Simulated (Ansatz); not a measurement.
# W wire along [100], 4 atoms a period: bands along the axis

Aim: is the W wire along [100], 4 atoms a period a metal or a semiconductor?

Calculated with Ansatz 0.2.0; DFT PBE, plane waves, PAW; relaxation of a wire's period; PAW set soft_1, in the first sound run; inputs show where later runs differ.

## (1) Starting point

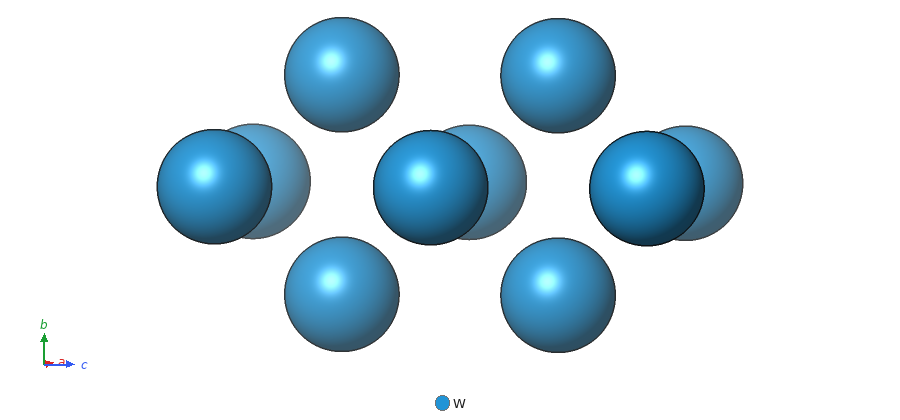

The starting structure, seen from the side, with the c axis across the page (tungsten blue). 1×1×2 cells are drawn. Some periodic images of atoms are drawn too.

The cell holds 4 atoms: 4 W. Its edges and angles: a = 9.970 Å, b = 9.970 Å, c = 3.170 Å, α = 90.0°, β = 90.0°, γ = 90.0°. Vacuum lies along a and b. The structure's axis is c.

As a file:

```cif
data_structure
_symmetry_space_group_name_H-M 'P 1'
_symmetry_Int_Tables_number 1
_cell_length_a 9.9700
_cell_length_b 9.9700
_cell_length_c 3.1700
_cell_angle_alpha 90.000
_cell_angle_beta 90.000
_cell_angle_gamma 90.000
_cell_volume 315.10
loop_
_atom_site_label
_atom_site_type_symbol
_atom_site_fract_x
_atom_site_fract_y
_atom_site_fract_z
_atom_site_occupancy
W1 W 0.34102 0.50000 0.00000 1
W2 W 0.65898 0.50000 0.00000 1
W3 W 0.50000 0.34102 0.50000 1
W4 W 0.50000 0.65898 0.50000 1
```

## (2) The relaxed wire

Band widths follow the bond lengths, so the wire is relaxed first. The atoms and the third cell vector are free; the box across stays fixed as vacuum. A Fermi-Dirac smearing is set since the result may be a metal. The pressure printed is a third of the stress's trace over the whole box, vacuum included; only the stress along the axis is relaxed.

The input, input.yaml:

```yaml
crystal:
  lattice:
    - [9.97, 0.0, 0.0]
    - [0.0, 9.97, 0.0]
    - [0.0, 0.0, 3.17]
  atoms:
    - { symbol: W, position: [0.341023069, 0.5, 0.0] }
    - { symbol: W, position: [0.658976931, 0.5, 0.0] }
    - { symbol: W, position: [0.5, 0.341023069, 0.5] }
    - { symbol: W, position: [0.5, 0.658976931, 0.5] }
kpoints:
  mp_grid: { grid: [1, 1, 26] }
scf:
  occupations: { method: fermi_dirac, width: 0.05 }
hamiltonian:
  xc: pbe
  pseudopotentials: { kind: paw, azcp: { folder: soft_1 } }
relax:
  cell: { fix: [a, b, alpha, beta, gamma] }
  max_steps: 45
  f_tol: 0.03
```

Started as:

```bash
$ ansatz run input.yaml --threads 4 --pin off --max-ram 16384MiB --backend cpu --events-out ev --progress --plain --runs-dir out
```

Numbers of over 12 decimals in the logs are rounded to 6 here.

The program printed:

```text
Engine: ansatz 0.2.0, aarch64-unknown-linux-gnu
Pseudopotentials: kind: paw
Pseudopotential: W, paw, valence charge 14, recommended cutoff 420 eV (normal), soft_1/W.paw.azcp
Functional definition: PBE
  parameter kappa = 0.804
  parameter beta = 0.066725
  exchange = pbe_x(kappa = kappa, mu = beta*pi^2/3)
  correlation = pbe_c(beta = beta)
Crystal: 4 atoms, lattice volume = 315.101 Å³
Basis set: ecut = 420 eV, 6191 PW (Γ), exchange–correlation on 144×144×48 points (8 copies of the dense FFT grid, shifted against one another)
Bands: 34, of which v1, the nominal top of the filled ones, is band 28 counted from 1 (27 counted from 0)
Symmetry: 16 space group operations
Space group: P42/mmc (ITA 131), of the structure as read, at distance tolerance 6.8e-5 Å
k-points: 14 of 26
Non-local potential: W, projectors of the file, l = 0: 3, l = 1: 2, l = 2: 2, l = 3: 1
PAW form: soft (Blöchl's): semilocal exchange-correlation on the pseudo side does not see the compensation charge
PAW one-centre angular grid: W, 590 points (default); XC on 64 Gauss nodes
Initial density: superposition of atomic densities (neutral atoms: chi_scale 0, normalization atom)
Initial wavefunctions: pseudopotential atomic-orbital guess
Functional: x = pbe(κ = 0.804, μ = 0.219515), c = pbe(β = 0.066725)
SCF iter   1: F=—  HF=-41536.212454 eV  |F-HF|=—  |Δ(HF+E_count)|=         —  Δρ=4.13e-2  dr2=2.00e1  ethr=3.10e-3  ⟨swp⟩=7.9  Hψ=2093  notcnv=0
preconditioner: auto → LDOS  [metal: Δε(μ)=0.027 eV  Ē_g=3.887 eV  σ=0.050 eV  W_gap=0.13  n_scr=38 (ndim 8)  ℏωp=10.2 eV  f_vac=0.563  D(μ)=5.28/eV (n_scr^D=20)  β→1.0]
SCF iter   2: F=—  HF=-41535.088174 eV  |F-HF|=—  |Δ(HF+E_count)|=    1.12e0  Δρ=4.39e-2  dr2=2.18e1  ethr=3.10e-3  ⟨swp⟩=4.0  Hψ=1309  notcnv=0  defer=2
SCF iter   3: F=—  HF=-41531.635247 eV  |F-HF|=—  |Δ(HF+E_count)|=    3.45e0  Δρ=8.04e-3  dr2=5.06e-1  ethr=3.10e-3  ⟨swp⟩=3.7  Hψ=1277  notcnv=0
SCF iter   4: F=—  HF=-41531.606520 eV  |F-HF|=—  |Δ(HF+E_count)|=   2.87e-2  Δρ=3.11e-3  dr2=2.94e-2  ethr=9.04e-4  ⟨swp⟩=2.1  Hψ=752  notcnv=0
SCF iter   5: F=—  HF=-41531.608037 eV  |F-HF|=—  |Δ(HF+E_count)|=   1.52e-3  Δρ=1.06e-3  dr2=5.49e-3  ethr=5.24e-5  ⟨swp⟩=3.0  Hψ=1019  notcnv=0
SCF iter   6: F=—  HF=-41531.608577 eV  |F-HF|=—  |Δ(HF+E_count)|=   5.40e-4  Δρ=3.29e-4  dr2=3.48e-4  ethr=9.80e-6  ⟨swp⟩=2.1  Hψ=684  notcnv=0
SCF iter   7: F=—  HF=-41531.608981 eV  |F-HF|=—  |Δ(HF+E_count)|=   4.04e-4  Δρ=1.12e-4  dr2=7.52e-5  ethr=6.21e-7  ⟨swp⟩=2.1  Hψ=720  notcnv=0
SCF iter   8: F=—  HF=-41531.609158 eV  |F-HF|=—  |Δ(HF+E_count)|=   1.77e-4  Δρ=2.47e-5  dr2=2.94e-6  ethr=1.34e-7  ⟨swp⟩=2.1  Hψ=614  notcnv=0
SCF iter   9: F=—  HF=-41531.609159 eV  |F-HF|=—  |Δ(HF+E_count)|=   1.53e-6  Δρ=6.23e-6  dr2=1.56e-7  ethr=5.26e-9  ⟨swp⟩=2.0  Hψ=674  notcnv=0
SCF iter  10: F=-41531.609159 eV  HF=-41531.609159 eV  |F-HF|=5.18e-9  |Δ(HF+E_count)|=   4.09e-8  Δρ=1.21e-6  dr2=2.69e-9  ethr=1.79e-10  ⟨swp⟩=5.1  Hψ=1776  notcnv=0
SCF 1 converged in 10 iterations: F = -41531.609159 eV  dr2 = 2.69e-9
  greatest PAW one-centre occupation: 0.999 electrons in one spin orbital (limit 2), on the W atom at site 3 (counted from 0), in its partial waves of l = 0
relax step   1: F+E_penalty+E_count = -41531.60915933 eV  Δ(F+E_penalty+E_count) = +0.000e0 eV  max|allowed force component| = 4.285e0 eV/Å  Δτ_max = 0.0000 Å  P = -7.355 GPa  Ω = 315.101 Å³  fix = [a, b, alpha, beta, gamma]  reactions: a -6.852, b -6.852 GPa  (10 SCF iters, dr2 threshold 1.00e-7 eV, accepted)
Crystal: 4 atoms, lattice volume = 309.885 Å³
Basis set: ecut = 420 eV, 6103 PW (Γ), exchange–correlation on 144×144×48 points (8 copies of the dense FFT grid, shifted against one another)
Initial density: handed on by an earlier stage of this run
Initial wavefunctions: those handed on with the density
SCF iter   1: F=—  HF=-41533.589919 eV  |F-HF|=—  |Δ(HF+E_count)|=         —  Δρ=1.85e-2  dr2=2.48e0  ethr=3.10e-3  ⟨swp⟩=11.1  Hψ=2308  notcnv=0
preconditioner: auto → LDOS  [insulator: Δε(μ)=0.157 eV  Ē_g=4.158 eV  σ=0.050 eV  W_gap=0.65  n_scr=38 (ndim 8)  ℏωp=10.3 eV  f_vac=0.619  D(μ)=2.91/eV (n_scr^D=12)  ε∞_Penn≈7.2  β→1.0]
SCF iter   2: F=—  HF=-41533.823313 eV  |F-HF|=—  |Δ(HF+E_count)|=   2.33e-1  Δρ=1.60e-2  dr2=4.05e0  ethr=3.10e-3  ⟨swp⟩=4.6  Hψ=1274  notcnv=0
SCF iter   3: F=—  HF=-41533.153998 eV  |F-HF|=—  |Δ(HF+E_count)|=   6.69e-1  Δρ=2.63e-3  dr2=3.84e-2  ethr=3.10e-3  ⟨swp⟩=3.0  Hψ=871  notcnv=0
SCF iter   4: F=—  HF=-41533.163226 eV  |F-HF|=—  |Δ(HF+E_count)|=   9.23e-3  Δρ=6.92e-4  dr2=1.46e-3  ethr=6.86e-5  ⟨swp⟩=2.3  Hψ=931  notcnv=0
SCF iter   5: F=—  HF=-41533.164592 eV  |F-HF|=—  |Δ(HF+E_count)|=   1.37e-3  Δρ=2.74e-4  dr2=3.65e-4  ethr=2.61e-6  ⟨swp⟩=3.4  Hψ=978  notcnv=0
SCF iter   6: F=—  HF=-41533.164949 eV  |F-HF|=—  |Δ(HF+E_count)|=   3.57e-4  Δρ=7.58e-5  dr2=1.73e-5  ethr=6.52e-7  ⟨swp⟩=2.4  Hψ=814  notcnv=0
SCF iter   7: F=—  HF=-41533.164989 eV  |F-HF|=—  |Δ(HF+E_count)|=   3.91e-5  Δρ=2.12e-5  dr2=1.21e-6  ethr=3.09e-8  ⟨swp⟩=2.5  Hψ=753  notcnv=0
SCF iter   8: F=-41533.164990 eV  HF=-41533.164990 eV  |F-HF|=2.06e-7  |Δ(HF+E_count)|=   1.67e-6  Δρ=6.31e-6  dr2=9.53e-8  ethr=7.14e-10  ⟨swp⟩=5.6  Hψ=1883  notcnv=0
SCF 2 converged in 8 iterations: F = -41533.164990 eV  dr2 = 9.53e-8
relax step   2: F+E_penalty+E_count = -41533.16499048 eV  Δ(F+E_penalty+E_count) = -1.556e0 eV  max|allowed force component| = 1.716e0 eV/Å  Δτ_max = 0.1929 Å  P = +1.518 GPa  Ω = 309.885 Å³  energy of the carried Pulay correction = +4.584e-4 eV  fix = [a, b, alpha, beta, gamma]  reactions: a +2.488, b +2.488 GPa  (8 SCF iters, dr2 threshold 4.00e-7 eV, accepted)
Crystal: 4 atoms, lattice volume = 294.513 Å³
Basis set: ecut = 420 eV, 5725 PW (Γ), exchange–correlation on 144×144×48 points (8 copies of the dense FFT grid, shifted against one another)
iter 1 solved again at ethr=5.21e-4 eV; its pass at ethr=3.10e-3 eV (dr2=2.92e-1 eV) is discarded
SCF iter   1: F=—  HF=-41533.295980 eV  |F-HF|=—  |Δ(HF+E_count)|=         —  Δρ=8.18e-3  dr2=2.88e-1  ethr=5.21e-4  ⟨swp⟩=2.1  Hψ=2917  notcnv=0
preconditioner: auto → LDOS  [metal: Δε(μ)=0.058 eV  Ē_g=3.653 eV  σ=0.050 eV  W_gap=0.28  n_scr=36 (ndim 8)  ℏωp=10.6 eV  f_vac=0.593  D(μ)=8.04/eV (n_scr^D=46)  β→1.0]
SCF iter   2: F=—  HF=-41533.300563 eV  |F-HF|=—  |Δ(HF+E_count)|=   4.58e-3  Δρ=5.59e-3  dr2=3.83e-1  ethr=5.14e-4  ⟨swp⟩=3.3  Hψ=1041  notcnv=0
SCF iter   3: F=—  HF=-41533.246197 eV  |F-HF|=—  |Δ(HF+E_count)|=   5.44e-2  Δρ=1.42e-3  dr2=1.09e-2  ethr=5.14e-4  ⟨swp⟩=2.8  Hψ=865  notcnv=0
SCF iter   4: F=—  HF=-41533.245937 eV  |F-HF|=—  |Δ(HF+E_count)|=   2.59e-4  Δρ=3.90e-4  dr2=4.56e-4  ethr=1.95e-5  ⟨swp⟩=2.7  Hψ=807  notcnv=0
SCF iter   5: F=—  HF=-41533.246322 eV  |F-HF|=—  |Δ(HF+E_count)|=   3.85e-4  Δρ=1.32e-4  dr2=4.64e-5  ethr=8.14e-7  ⟨swp⟩=2.1  Hψ=667  notcnv=0
SCF iter   6: F=—  HF=-41533.246528 eV  |F-HF|=—  |Δ(HF+E_count)|=   2.06e-4  Δρ=4.50e-5  dr2=6.38e-6  ethr=8.28e-8  ⟨swp⟩=2.9  Hψ=941  notcnv=0
SCF iter   7: F=-41533.246530 eV  HF=-41533.246530 eV  |F-HF|=3.14e-7  |Δ(HF+E_count)|=   1.76e-6  Δρ=1.01e-5  dr2=2.54e-7  ethr=7.14e-10  ⟨swp⟩=4.4  Hψ=2373  notcnv=0
SCF 3 converged in 7 iterations: F = -41533.246530 eV  dr2 = 2.54e-7
relax step   3: F+E_penalty+E_count = -41533.24653010 eV  Δ(F+E_penalty+E_count) = -8.154e-2 eV  max|allowed force component| = 6.171e-1 eV/Å  Δτ_max = 0.0861 Å  P = +0.034 GPa  Ω = 294.513 Å³  energy of the carried Pulay correction = +1.855e-3 eV  fix = [a, b, alpha, beta, gamma]  reactions: a -0.929, b -0.929 GPa  (7 SCF iters, dr2 threshold 4.00e-7 eV, accepted)
Crystal: 4 atoms, lattice volume = 303.387 Å³
Basis set: ecut = 420 eV, 5975 PW (Γ), exchange–correlation on 144×144×48 points (8 copies of the dense FFT grid, shifted against one another)
iter 1 solved again at ethr=5.63e-5 eV; its pass at ethr=3.10e-3 eV (dr2=3.15e-2 eV) is discarded
SCF iter   1: F=—  HF=-41533.348392 eV  |F-HF|=—  |Δ(HF+E_count)|=         —  Δρ=3.00e-3  dr2=3.17e-2  ethr=5.63e-5  ⟨swp⟩=2.0  Hψ=2810  notcnv=0
preconditioner: auto → LDOS  [insulator: Δε(μ)=0.156 eV  Ē_g=3.726 eV  σ=0.050 eV  W_gap=0.61  n_scr=38 (ndim 8)  ℏωp=10.4 eV  f_vac=0.602  D(μ)=3.82/eV (n_scr^D=20)  ε∞_Penn≈8.9  β→1.0]
SCF iter   2: F=—  HF=-41533.348945 eV  |F-HF|=—  |Δ(HF+E_count)|=   5.54e-4  Δρ=1.67e-3  dr2=3.87e-2  ethr=5.63e-5  ⟨swp⟩=2.6  Hψ=956  notcnv=0
SCF iter   3: F=—  HF=-41533.343391 eV  |F-HF|=—  |Δ(HF+E_count)|=   5.55e-3  Δρ=5.41e-4  dr2=2.34e-3  ethr=5.63e-5  ⟨swp⟩=2.2  Hψ=798  notcnv=0
SCF iter   4: F=—  HF=-41533.343131 eV  |F-HF|=—  |Δ(HF+E_count)|=   2.60e-4  Δρ=1.23e-4  dr2=6.25e-5  ethr=4.18e-6  ⟨swp⟩=2.2  Hψ=772  notcnv=0
SCF iter   5: F=—  HF=-41533.343324 eV  |F-HF|=—  |Δ(HF+E_count)|=   1.93e-4  Δρ=3.68e-5  dr2=1.06e-5  ethr=1.12e-7  ⟨swp⟩=2.0  Hψ=697  notcnv=0
SCF iter   6: F=-41533.343327 eV  HF=-41533.343327 eV  |F-HF|=2.40e-8  |Δ(HF+E_count)|=   3.61e-6  Δρ=7.28e-6  dr2=2.63e-7  ethr=7.14e-10  ⟨swp⟩=4.3  Hψ=2200  notcnv=0
SCF 4 converged in 6 iterations: F = -41533.343327 eV  dr2 = 2.63e-7
  greatest PAW one-centre occupation: 0.999 electrons in one spin orbital (limit 2), on the W atom at site 1 (counted from 0), in its partial waves of l = 0
relax step   4: F+E_penalty+E_count = -41533.34332731 eV  Δ(F+E_penalty+E_count) = -9.680e-2 eV  max|allowed force component| = 2.512e-1 eV/Å  Δτ_max = 0.0288 Å  P = -0.381 GPa  Ω = 303.387 Å³  energy of the carried Pulay correction = +1.040e-3 eV  fix = [a, b, alpha, beta, gamma]  reactions: a -0.350, b -0.350 GPa  (6 SCF iters, dr2 threshold 4.00e-7 eV, accepted)
Crystal: 4 atoms, lattice volume = 302.902 Å³
Basis set: ecut = 420 eV, 5959 PW (Γ), exchange–correlation on 144×144×48 points (8 copies of the dense FFT grid, shifted against one another)
iter 1 solved again at ethr=7.07e-6 eV; its pass at ethr=3.10e-3 eV (dr2=3.96e-3 eV) is discarded
SCF iter   1: F=—  HF=-41533.347411 eV  |F-HF|=—  |Δ(HF+E_count)|=         —  Δρ=6.72e-4  dr2=4.02e-3  ethr=7.07e-6  ⟨swp⟩=2.1  Hψ=2265  notcnv=0
preconditioner: auto → LDOS  [insulator: Δε(μ)=0.138 eV  Ē_g=3.755 eV  σ=0.050 eV  W_gap=0.56  n_scr=36 (ndim 8)  ℏωp=10.5 eV  f_vac=0.602  D(μ)=3.90/eV (n_scr^D=20)  ε∞_Penn≈8.7  β→1.0]
SCF iter   2: F=—  HF=-41533.347716 eV  |F-HF|=—  |Δ(HF+E_count)|=   3.05e-4  Δρ=6.68e-4  dr2=6.22e-3  ethr=7.07e-6  ⟨swp⟩=2.2  Hψ=867  notcnv=0
SCF iter   3: F=—  HF=-41533.346779 eV  |F-HF|=—  |Δ(HF+E_count)|=   9.37e-4  Δρ=1.51e-4  dr2=2.20e-4  ethr=7.07e-6  ⟨swp⟩=2.0  Hψ=644  notcnv=0
SCF iter   4: F=—  HF=-41533.346923 eV  |F-HF|=—  |Δ(HF+E_count)|=   1.45e-4  Δρ=2.34e-5  dr2=1.96e-6  ethr=3.93e-7  ⟨swp⟩=2.1  Hψ=691  notcnv=0
SCF iter   5: F=-41533.346924 eV  HF=-41533.346924 eV  |F-HF|=8.72e-8  |Δ(HF+E_count)|=   5.84e-7  Δρ=7.24e-6  dr2=1.94e-7  ethr=7.14e-10  ⟨swp⟩=6.0  Hψ=2088  notcnv=0
SCF 5 converged in 5 iterations: F = -41533.346924 eV  dr2 = 1.94e-7
relax step   5: F+E_penalty+E_count = -41533.34692392 eV  Δ(F+E_penalty+E_count) = -3.597e-3 eV  max|allowed force component| = 5.907e-3 eV/Å  Δτ_max = 0.0059 Å  P = +0.032 GPa  Ω = 302.902 Å³  energy of the carried Pulay correction = +1.084e-3 eV  fix = [a, b, alpha, beta, gamma]  reactions: a +0.042, b +0.042 GPa  (5 SCF iters, dr2 threshold 4.00e-7 eV, accepted)
Initial wavefunctions: pseudopotential atomic-orbital guess (no wavefunctions were taken with the density)
iter 1 solved again at ethr=1.92e-8 eV; its pass at ethr=3.10e-3 eV (dr2=1.08e-5 eV) is discarded
SCF iter   1: F=—  HF=-41533.345588 eV  |F-HF|=—  |Δ(HF+E_count)|=         —  Δρ=5.08e-5  dr2=1.21e-6  ethr=1.92e-8  ⟨swp⟩=5.3  Hψ=4066  notcnv=0
preconditioner: auto → LDOS  [insulator: Δε(μ)=0.130 eV  Ē_g=3.747 eV  σ=0.050 eV  W_gap=0.54  n_scr=36 (ndim 8)  ℏωp=10.5 eV  f_vac=0.602  D(μ)=4.06/eV (n_scr^D=20)  ε∞_Penn≈8.8  β→1.0]
SCF iter   2: F=—  HF=-41533.345754 eV  |F-HF|=—  |Δ(HF+E_count)|=   1.66e-4  Δρ=8.04e-6  dr2=3.83e-7  ethr=2.17e-9  ⟨swp⟩=2.4  Hψ=941  notcnv=0
SCF iter   3: F=—  HF=-41533.345754 eV  |F-HF|=—  |Δ(HF+E_count)|=   2.22e-8  Δρ=3.82e-6  dr2=1.59e-7  ethr=6.83e-10  ⟨swp⟩=3.1  Hψ=992  notcnv=0
SCF iter   4: F=—  HF=-41533.345754 eV  |F-HF|=—  |Δ(HF+E_count)|=   2.21e-8  Δρ=1.48e-6  dr2=8.73e-9  ethr=2.84e-10  ⟨swp⟩=2.1  Hψ=657  notcnv=0
SCF iter   5: F=—  HF=-41533.345754 eV  |F-HF|=—  |Δ(HF+E_count)|=  4.87e-10  Δρ=4.29e-7  dr2=9.45e-10  ethr=1.56e-11  ⟨swp⟩=2.4  Hψ=774  notcnv=0
SCF iter   6: F=-41533.345754 eV  HF=-41533.345754 eV  |F-HF|=1.46e-11  |Δ(HF+E_count)|=  5.97e-10  Δρ=9.60e-8  dr2=3.40e-11  ethr=1.00e-12  ⟨swp⟩=4.4  Hψ=2259  notcnv=0
SCF 6 converged in 6 iterations: F = -41533.345754 eV  dr2 = 3.40e-11
relax step   6: F+E_penalty+E_count = -41533.34575375 eV  Δ(F+E_penalty+E_count) = +1.170e-3 eV  max|allowed force component| = 6.030e-3 eV/Å  Δτ_max = 0.0000 Å  P = +0.032 GPa  Ω = 302.902 Å³  fix = [a, b, alpha, beta, gamma]  reactions: a +0.044, b +0.044 GPa  stress off target by 8.98e-3 GPa on what of the cell is left free  SCF on the basis re-selected at this cell (its energy is not comparable with the rows above)  (6 SCF iters)
basis re-selected at this cell: Δ(F+E_penalty+E_count) = +1.170e-3 eV, ΔP = +0.001 GPa vs the last step (what re-selecting the basis moved, of the pressure what is left beyond the Pulay correction that the steps carried, after the strain that the cell walked since its last selection, with what the two solves' SCF thresholds leave and, on support functions, any second-order correction that the steps lacked; it is no m [...]
SCF converged after 6 iterations
Free energy (F): -41533.345754 eV
Harris-Foulkes:  -41533.345754 eV  (|F-HF|=1.46e-11)
Internal energy: -41533.308570 eV  (E = F + TS)
E sigma→0 (E₀):  -41533.327162 eV
Entropy (-TS):   -0.037184 eV (-9.296 meV/atom)
Fermi energy:    2.077764 eV
--- Per-component energies (eV) ---
  E_band       = -1464.751167
  E_kinetic    = 1687.167636
  E_local      = -17508.715090  (includes V_loc(G=0)·N_el)
  E_nonlocal   = -95.420448
  E_hartree    = 8009.398537
  E_xc         = -1062.633347
  E_vxc        = -914.088533  (∫ρ·V_xc dr)
  E_paw        = -34312.990802  (= ΣΔE_a)
  E_vpaw       = -652.492936  (= ΣTr[D̂ρ^β])
  E_aug_tail   = 0.000615  (compensation charges beyond the density's cutoff)
  E_ewald      = 1749.884329
  E_smearing   = -0.037184  (= −TS)
  E_closure    = 0.000000  (closes the sum)
  Σ components = -41533.345754   (vs F -41533.345754, Δ=0.00e0)
--- Forces (eV/Å), atoms counted from 1 ---
  atom   1  W     -0.00602958     0.00000000     0.00000000
  atom   2  W      0.00602958     0.00000000     0.00000000
  atom   3  W      0.00000000    -0.00602958     0.00000000
  atom   4  W      0.00000000     0.00602958     0.00000000
  max |Σ_I F_I| component: 1.73e-18 eV/Å
--- Stress (GPa, compression-positive) ---
        0.043808       0.000000       0.000000
        0.000000       0.043808       0.000000
        0.000000       0.000000       0.008978
  P = ⅓ Tr σ = 0.0322 GPa (0.322 kbar)
--- Relaxed structure (5 steps of the walk, 5 accepted, 1 SCFs on fresh bases) ---
  F+E_penalty+E_count = -41533.34575375 eV   max|allowed force component| = 6.030e-3 eV/Å   (the final SCF, on the basis selected at the relaxed cell)
  cell:  # Å, volume = 302.9023 Å³
    - [9.97, 0.0, 0.0]
    - [0.0, 9.97, 0.0]
    - [0.0, 0.0, 3.047279]
  atoms:
    - { symbol: W, position: [0.355213, 0.5, 0.0] }
    - { symbol: W, position: [0.644787, 0.5, 0.0] }
    - { symbol: W, position: [0.5, 0.355213, 0.5] }
    - { symbol: W, position: [0.5, 0.644787, 0.5] }
```

Wall time 24 s (4 threads of Arm Neoverse N1, shared host); peak memory 0.66 GiB; 91 s of CPU time.

(Part 1 of 2 ends here.)

[Logs are printed without paths, hosts, clocks, repeated set-up lines and the standing remarks that a program may print on its own settings, such as how far it seeks lower states.]

[Hosts, paths, dates, database ids (printed as entryN), source tags and the programs' standing remarks are cut or masked in the printed files.]
